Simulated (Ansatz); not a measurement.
## TaNH4OF3: geometry relaxation

- system: TaNH4OF3, multiplicity 2
- method: UKS PBE/def2-SVP (Ansatz 0.2.0)

The input holds or restrains some coordinates. It belongs to a series of runs on one base structure; here: pulled along the bonds that form and break, towards end A. Figures and captions count atoms from 1; the log counts them from 0 in places.

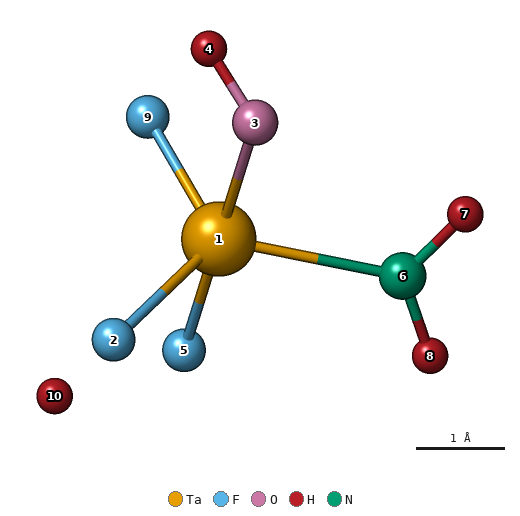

Figure 1. The starting structure (ball-and-stick view, seen at a tilt; atoms are numbered from 1 in the order of the input). Sticks mark near contacts.

Results in brief

```tsv
quantity	value
outcome	converged under the restraints of the input
total energy	−13290.3852 eV
mean-field energy	−13290.3852 eV
⟨S²⟩	0.750
largest force (length of the vector) at the end, held atoms and coordinates included	0.632 eV/Å
hardware	4 threads of AMD EPYC (Zen 5), 32 GiB of memory available, shared host
wall time	13 s (CPU time 48 s)
peak memory	0.26 GiB
```

Input file
```yaml
crystal:
  periodic: [false, false, false]
  atoms:
    - { symbol: Ta, position_ang: [0.0, 0.0, 0.0] }
    - { symbol: F, position_ang: [2.18, 0.0, 0.0] }
    - { symbol: O, position_ang: [0.0, 0.0, 2.02] }
    - { symbol: H, position_ang: [-0.2547, -0.9174, 2.3571] }
    - { symbol: F, position_ang: [0.0, 0.0, -1.93] }
    - { symbol: "N", position_ang: [-1.08, 1.8706, 0.0] }
    - { symbol: H, position_ang: [-1.6414, 2.1584, 0.8518] }
    - { symbol: H, position_ang: [-1.0486, 2.5007, -0.8518] }
    - { symbol: F, position_ang: [-0.965, -1.6714, 0.0] }
    - { symbol: H, position_ang: [3.4, 0.0, 0.0] }
magnetization:
  spin_polarized: true
  initial_magnetization: 1
basis:
  gaussian: { orbitals: def2-SVP }
hamiltonian:
  xc: pbe
relax:
  f_tol: 0.15
  max_steps: 25
  restrain:
    - { distance: [1, 9], at: 2.12, k: 30.0 }
    - { distance: [0, 1], at: 1.93, k: 30.0 }
```

Run as:
```bash
ansatz run input.yaml --threads 4 --pin off --max-ram 5120MiB --backend cpu --events-out ev --progress --plain --runs-dir out
```

Log
```
The last accepted step is kept in [file] (removed where the run ends without a failure and the disk answers)
Engine: ansatz 0.2.0, x86_64-unknown-linux-gnu
Functional definition: PBE
  parameter kappa = 0.804
  parameter beta = 0.06672455060314922
  exchange = pbe_x(kappa = kappa, mu = beta*pi^2/3)
  correlation = pbe_c(beta = beta)
1295 factors; their error is unknown
mean field evaluation 1: about -13268.2628 eV, gradient 7.0e1 eV
mean field evaluation 2: about -12995.1623 eV, gradient 2.1e2 eV
mean field evaluation 4: about -13284.9559 eV, gradient 2.2e1 eV
mean field evaluation 8: about -13288.5303 eV, gradient 3.1e0 eV
mean field evaluation 16: about -13288.5173 eV, gradient 7.1e-3 eV
mean field evaluation 32: about -13288.3206 eV, gradient 1.4e0 eV
mean field -13288.51731799 eV, -488.3440041557 hartree, gradient 2.9e-5 eV, S^2 0.755166; 5 other end points of the search recorded, 0 dependent functions left out
the calculation of the forces begins
reference -13288.51738580 eV, -488.3440066474 hartree; 30, 29 occupied and 92, 93 virtual orbitals, 1295 factors
relax step   1: F+E_penalty+E_count = -13288.51731799 eV  Δ(F+E_penalty+E_count) = +0.000e0 eV  max|allowed force component| = 2.164e0 eV/Å  E_restraint = 13.08750000 eV  max|allowed force component, restraints' pulls added| = 3.538e1 eV/Å  Δτ_max = 0.0000 Å  (93 SCF iters, accepted)
  distance F 1 - H 9 = 1.2200 Å
  distance Ta 0 - F 1 = 2.1800 Å
these checks for a lower state are left out or cut short: starts, cluster_reference, orbital_swaps, neighbouring_geometries, increment
1295 factors; their error is unknown
mean field -13289.42435770 eV, -488.3773372500 hartree, gradient 2.1e-5 eV, S^2 0.751494; 0 other end points of the search recorded, 0 dependent functions left out
[... from here on the field's lines of each further geometry are left out, up to the last ...]
relax step   2: F+E_penalty+E_count = -13289.42435770 eV  Δ(F+E_penalty+E_count) = -9.070e-1 eV  max|allowed force component| = 2.685e0 eV/Å  E_restraint = 4.60934864 eV  max|allowed force component, restraints' pulls added| = 2.140e1 eV/Å  Δτ_max = 0.1948 Å  (48 SCF iters, accepted)
relax step   3: F+E_penalty+E_count = -13289.95091557 eV  Δ(F+E_penalty+E_count) = -5.266e-1 eV  max|allowed force component| = 2.049e0 eV/Å  E_restraint = 0.57487315 eV  max|allowed force component, restraints' pulls added| = 5.776e0 eV/Å  Δτ_max = 0.1948 Å  (39 SCF iters, accepted)
relax step   4: F+E_penalty+E_count = -13290.20302511 eV  Δ(F+E_penalty+E_count) = -2.521e-1 eV  max|allowed force component| = 9.481e-1 eV/Å  E_restraint = 0.00423232 eV  max|allowed force component, restraints' pulls added| = 4.996e-1 eV/Å  Δτ_max = 0.1976 Å  (39 SCF iters, accepted)
relax step   5: F+E_penalty+E_count = -13290.27661885 eV  Δ(F+E_penalty+E_count) = -7.359e-2 eV  max|allowed force component| = 7.291e-1 eV/Å  E_restraint = 0.00784473 eV  max|allowed force component, restraints' pulls added| = 6.799e-1 eV/Å  Δτ_max = 0.1577 Å  (35 SCF iters, accepted)
relax step   6: F+E_penalty+E_count = -13290.33746544 eV  Δ(F+E_penalty+E_count) = -6.085e-2 eV  max|allowed force component| = 6.257e-1 eV/Å  E_restraint = 0.00535664 eV  max|allowed force component, restraints' pulls added| = 2.726e-1 eV/Å  Δτ_max = 0.2000 Å  (36 SCF iters, accepted)
relax step   7: F+E_penalty+E_count = -13290.35836256 eV  Δ(F+E_penalty+E_count) = -2.090e-2 eV  max|allowed force component| = 7.388e-1 eV/Å  E_restraint = 0.00343667 eV  max|allowed force component, restraints' pulls added| = 3.493e-1 eV/Å  Δτ_max = 0.2000 Å  (37 SCF iters, accepted)
relax step   8: F+E_penalty+E_count = -13290.36607232 eV  Δ(F+E_penalty+E_count) = -7.710e-3 eV  max|allowed force component| = 7.070e-1 eV/Å  E_restraint = 0.00334853 eV  max|allowed force component, restraints' pulls added| = 1.717e-1 eV/Å  Δτ_max = 0.0338 Å  (32 SCF iters, accepted)
relax step   9: F+E_penalty+E_count = -13290.38064047 eV  Δ(F+E_penalty+E_count) = -1.457e-2 eV  max|allowed force component| = 6.086e-1 eV/Å  E_restraint = 0.00431517 eV  max|allowed force component, restraints' pulls added| = 2.858e-1 eV/Å  Δτ_max = 0.1830 Å  (36 SCF iters, accepted)
the calculation of the forces begins
reference -13290.38524023 eV, -488.4126490318 hartree; 30, 29 occupied and 92, 93 virtual orbitals, 1295 factors
relax step  10: F+E_penalty+E_count = -13290.38517229 eV  Δ(F+E_penalty+E_count) = -4.532e-3 eV  max|allowed force component| = 6.311e-1 eV/Å  E_restraint = 0.00334609 eV  max|allowed force component, restraints' pulls added| = 6.150e-2 eV/Å  Δτ_max = 0.0949 Å  (32 SCF iters, accepted)
  distance F 1 - H 9 = 2.1283 Å
  distance Ta 0 - F 1 = 1.9176 Å
1295 factors; their error is unknown
mean field evaluation 128: about -13290.3852 eV, gradient 5.2e-2 eV
```

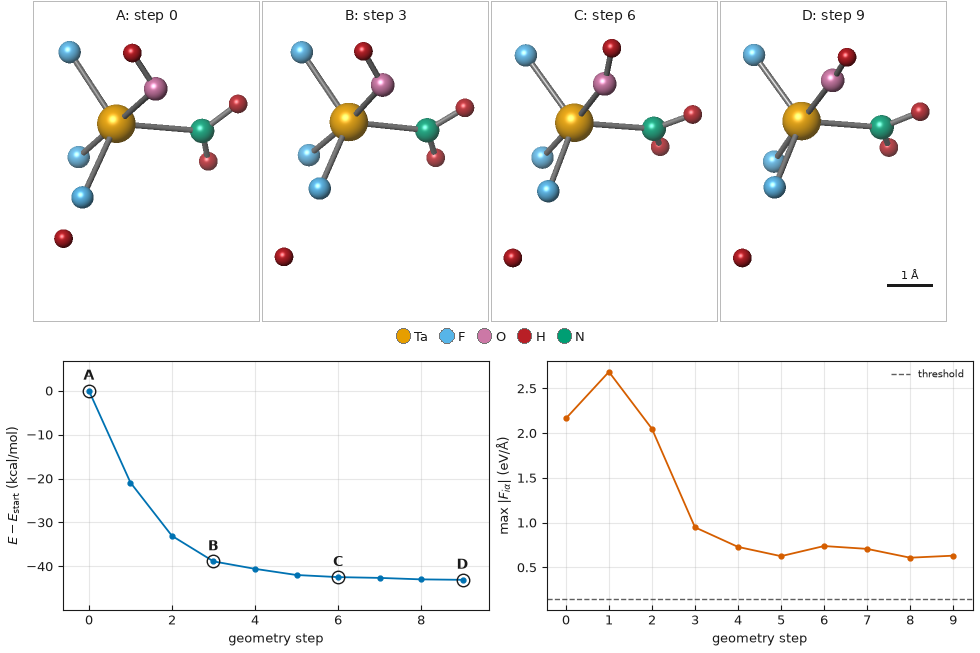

Figure 2. Frames of the restrained relaxation (ball-and-stick view, seen at a tilt) above the curves, on which the letters mark them (the first geometry is step 0 here and step 1 in the log).

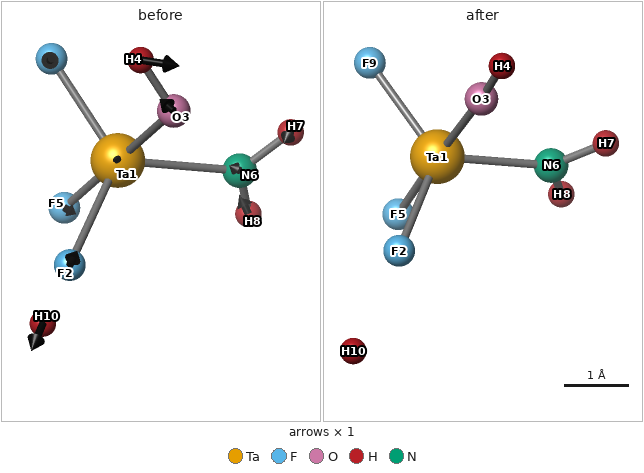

Figure 3. Before (left) and after (right) the restrained relaxation, at one scale (ball-and-stick view, seen at a tilt). The black arrows give the displacements, at true length. Over 9 geometry steps the energy falls by 43.1 kcal/mol. Largest force component: 2.2 eV/Å at the start, 0.63 eV/Å at the end. The largest move after the best rigid fit is that of H4, 0.67 Å. Largest moves by element: H 0.67 Å, F 0.38 Å, O 0.35 Å, N 0.21 Å, Ta 0.09 Å. Distances before and after: Ta1–F2 2.180 → 1.918 Å, Ta1–N6 2.160 → 1.973 Å, Ta1–O3 2.020 → 1.895 Å, O3–H4 1.010 → 0.966 Å. Among the angles that change: Ta1–O3–H4 109.5° → 176.0°, H7–N6–H8 120.0° → 112.1°, Ta1–N6–H7 120.0° → 125.6°. (Atoms are counted from 1 in the order of the input.)

```
mean field -13290.38517229 eV, -488.4126465350 hartree, gradient 2.3e-5 eV, S^2 0.750175; 1 other end points of the search recorded, 0 dependent functions left out
the calculation of the forces begins
reference -13290.38524023 eV, -488.4126490318 hartree; 30, 29 occupied and 92, 93 virtual orbitals, 1295 factors
Total energy: -13290.38524023 eV, -488.4126490318 hartree
Atom 0 at    -0.061627    -0.051807    -0.042581 Å, force     0.378845     0.077442    -0.041429 eV/Å
Atom 1 at     1.854158     0.030216    -0.030486 Å, force    -0.631129    -0.028654     0.006245 eV/Å
Atom 2 at    -0.169651    -0.256511     1.838679 Å, force    -0.007418     0.006336    -0.046597 eV/Å
Atom 3 at    -0.267513    -0.412412     2.786940 Å, force     0.008775    -0.000657     0.047071 eV/Å
Atom 4 at    -0.011946     0.226804    -1.931518 Å, force    -0.004866    -0.010906     0.023240 eV/Å
Atom 5 at    -1.031695     1.663827     0.044728 Å, force     0.012969    -0.030613     0.009530 eV/Å
Atom 6 at    -1.373824     2.111935     0.898537 Å, force    -0.002235    -0.001755     0.002685 eV/Å
Atom 7 at    -1.242573     2.216375    -0.792091 Å, force    -0.001533    -0.001284    -0.001184 eV/Å
Atom 8 at    -1.086592    -1.617277    -0.356058 Å, force    -0.014572    -0.012986    -0.007402 eV/Å
Atom 9 at     3.981563     0.029751     0.030950 Å, force     0.261164     0.003078     0.007841 eV/Å
Dipole moment:    -0.389912     0.400521     0.726386 e Å
```

Trajectory as extended XYZ (Å, eV, eV/Å), 10 frames, from step=1 to step=10
```
10
Properties=species:S:1:pos:R:3:forces:R:3 step=1 energy=-13288.51732
Ta    0.0000    0.0000    0.0000   -1.8270   2.1642   1.0112
F     2.1800    0.0000    0.0000   -0.8831   0.0684  -0.1671
O     0.0000    0.0000    2.0200   -0.3432  -1.6167  -1.4815
H    -0.2547   -0.9174    2.3571    0.3416   1.3089  -0.1111
F     0.0000    0.0000   -1.9300    0.2278  -0.0028   0.6075
N    -1.0800    1.8706    0.0000    1.4752  -1.9995   0.0472
H    -1.6414    2.1584    0.8518    0.7143  -0.0734  -1.3821
H    -1.0486    2.5007   -0.8518   -0.3622  -0.6385   1.3120
F    -0.9650   -1.6714    0.0000    0.6704   0.7991   0.1086
H     3.4000    0.0000    0.0000   -0.0139  -0.0096   0.0553
10
Properties=species:S:1:pos:R:3:forces:R:3 step=2 energy=-13289.42436
Ta   -0.0191    0.0345    0.0102    0.3170   1.1701   0.4898
F     1.9853    0.0029   -0.0037   -2.6850   0.2304  -0.1371
O    -0.0029   -0.0153    1.9937   -0.5311  -1.1012  -1.1344
H    -0.2522   -0.9063    2.3591    0.2277   0.8063   0.0912
F     0.0049    0.0019   -1.9164    0.0246   0.0126   0.5321
N    -1.0544    1.8404    0.0018    0.8158  -1.3899   0.0479
H    -1.6256    2.1512    0.8286    0.6416  -0.0803  -0.9736
H    -1.0519    2.4837   -0.8306   -0.2284  -0.5805   0.9505
F    -0.9498   -1.6518    0.0031    0.3712   0.9436   0.1195
H     3.5560   -0.0003    0.0013    1.0466  -0.0112   0.0139
10
Properties=species:S:1:pos:R:3:forces:R:3 step=3 energy=-13289.95092
Ta   -0.0361    0.0502    0.0142   -2.0490   0.7097   0.2179
F     1.8061    0.0146   -0.0085    1.1670   0.2610  -0.1581
O    -0.0199   -0.0310    1.9704   -0.4229  -0.6121  -0.6038
H    -0.2493   -0.8983    2.3667    0.0663   0.3355   0.2755
F     0.0006    0.0016   -1.9063   -0.0736  -0.0101   0.1613
N    -1.0454    1.8141    0.0015    0.3345  -0.4850   0.0005
H    -1.6115    2.1506    0.8130    0.5178  -0.1188  -0.6819
H    -1.0557    2.4708   -0.8129   -0.1225  -0.5158   0.7078
F    -0.9495   -1.6294    0.0061    0.0622   0.4402   0.0758
H     3.7508   -0.0023    0.0028    0.5202  -0.0044   0.0049
10
Properties=species:S:1:pos:R:3:forces:R:3 step=4 energy=-13290.20303
Ta   -0.0857    0.0554    0.0074    0.9481   0.1471   0.1553
F     1.8269    0.0992   -0.0447   -0.7048   0.1769   0.0278
O    -0.1073   -0.0620    1.9480   -0.1781  -0.4996  -0.3371
H    -0.2824   -0.9052    2.4154    0.0328   0.3634   0.1452
F    -0.0478    0.0010   -1.9078   -0.1344  -0.0673   0.0646
N    -1.0380    1.7810    0.0012   -0.1201   0.1298   0.1017
H    -1.5455    2.1584    0.8167    0.1858  -0.0452  -0.2359
H    -1.0787    2.4207   -0.8064   -0.0656  -0.1666   0.1652
F    -0.9996   -1.6059    0.0121   -0.2307  -0.0270  -0.0936
H     3.9484   -0.0017    0.0052    0.2669  -0.0113   0.0067
10
Properties=species:S:1:pos:R:3:forces:R:3 step=5 energy=-13290.27662
Ta   -0.0488    0.0463   -0.0022    0.6178   0.0686   0.1376
F     1.8634    0.1651   -0.0570   -0.7291   0.0666   0.0489
O    -0.1149   -0.0919    1.9271   -0.1178  -0.6799  -0.1126
H    -0.3825   -0.8762    2.4568    0.0997   0.5260  -0.0557
F    -0.0669   -0.0168   -1.9151   -0.0858  -0.0104   0.0670
N    -1.0107    1.7600    0.0179   -0.2434   0.4340  -0.1916
H    -1.4019    2.1895    0.8741    0.1600  -0.1290  -0.3781
H    -1.2009    2.3290   -0.8315    0.0781  -0.3061   0.5087
F    -1.0418   -1.5788   -0.0410   -0.0359   0.0460  -0.0335
H     3.9953    0.0147    0.0180    0.2565  -0.0157   0.0093
10
Properties=species:S:1:pos:R:3:forces:R:3 step=6 energy=-13290.33747
Ta   -0.0127    0.0208   -0.0148    0.1849   0.0211  -0.0660
F     1.8848    0.2716   -0.0649   -0.6257  -0.1028   0.0087
O    -0.0977   -0.2068    1.8805    0.1830   0.2191  -0.2181
H    -0.4914   -0.7534    2.5710   -0.0988  -0.1435   0.2603
F    -0.1048   -0.0176   -1.9231    0.0632   0.0641   0.0563
N    -0.9959    1.7204    0.0230    0.1413  -0.2086   0.0706
H    -1.3070    2.1678    0.8858   -0.0770   0.1226   0.0891
H    -1.2130    2.2715   -0.8081   -0.0768   0.0939  -0.1395
F    -1.0727   -1.5642   -0.1107    0.0390  -0.0394  -0.0710
H     4.0008    0.0307    0.0084    0.2668  -0.0265   0.0096
10
Properties=species:S:1:pos:R:3:forces:R:3 step=7 energy=-13290.35836
Ta   -0.0381   -0.0032   -0.0234    0.7099  -0.1941  -0.1761
F     1.8741    0.1288   -0.0790   -0.7388   0.0141   0.0422
O    -0.0797   -0.2055    1.8715   -0.3493  -0.2025   0.2689
H    -0.4454   -0.5980    2.6882    0.2251   0.1805  -0.2800
F    -0.0742    0.1306   -1.9299   -0.0722   0.0425   0.0350
N    -1.0130    1.7055    0.0443   -0.0516   0.0116  -0.1232
H    -1.3291    2.1766    0.8952   -0.0138   0.0374   0.0135
H    -1.2747    2.2189   -0.8067    0.0179  -0.0310   0.1146
F    -1.0259   -1.6192   -0.2453    0.0098   0.1537   0.0912
H     3.9964    0.0064    0.0322    0.2630  -0.0122   0.0139
10
Properties=species:S:1:pos:R:3:forces:R:3 step=8 energy=-13290.36607
Ta   -0.0281   -0.0097   -0.0324    0.4371   0.0127   0.0276
F     1.8844    0.1224   -0.0664   -0.7070  -0.0123  -0.0337
O    -0.0867   -0.2028    1.8645   -0.0779  -0.0305  -0.1717
H    -0.4301   -0.6034    2.6757    0.0180   0.0171   0.1026
F    -0.0902    0.1485   -1.9369   -0.0110  -0.0394   0.0608
N    -1.0109    1.6962    0.0400   -0.0388   0.0452  -0.0573
H    -1.3228    2.1733    0.8910    0.0188  -0.0272  -0.0173
H    -1.2819    2.2089   -0.8083    0.0394  -0.0486   0.0886
F    -1.0499   -1.6060   -0.2255    0.0563   0.0935  -0.0138
H     4.0065    0.0135    0.0454    0.2651  -0.0105   0.0142
10
Properties=species:S:1:pos:R:3:forces:R:3 step=9 energy=-13290.38064
Ta   -0.0436   -0.0293   -0.0422    0.2577  -0.0088   0.2851
F     1.8685    0.0853   -0.0452   -0.6086  -0.0176  -0.0219
O    -0.1501   -0.2510    1.8456    0.0206   0.0615  -0.1548
H    -0.3236   -0.4866    2.7680    0.0147   0.0075  -0.0300
F    -0.0550    0.1803   -1.9356    0.0451   0.0500  -0.0790
N    -1.0262    1.6787    0.0409    0.0278  -0.0109   0.0076
H    -1.3568    2.1375    0.8944    0.0093  -0.0182  -0.0171
H    -1.2547    2.2189   -0.7998   -0.0069  -0.0036   0.0094
F    -1.0629   -1.6066   -0.3164   -0.0230  -0.0541  -0.0097
H     3.9946    0.0136    0.0376    0.2633  -0.0057   0.0106
10
Properties=species:S:1:pos:R:3:forces:R:3 step=10 energy=-13290.38517
Ta   -0.0616   -0.0518   -0.0426    0.3788   0.0774  -0.0414
F     1.8542    0.0302   -0.0305   -0.6311  -0.0287   0.0062
O    -0.1697   -0.2565    1.8387   -0.0074   0.0063  -0.0466
H    -0.2675   -0.4124    2.7869    0.0088  -0.0007   0.0471
F    -0.0119    0.2268   -1.9315   -0.0049  -0.0109   0.0232
N    -1.0317    1.6638    0.0447    0.0130  -0.0306   0.0095
H    -1.3738    2.1119    0.8985   -0.0022  -0.0018   0.0027
H    -1.2426    2.2164   -0.7921   -0.0015  -0.0013  -0.0012
F    -1.0866   -1.6173   -0.3561   -0.0146  -0.0130  -0.0074
H     3.9816    0.0298    0.0309    0.2612   0.0031   0.0078
```
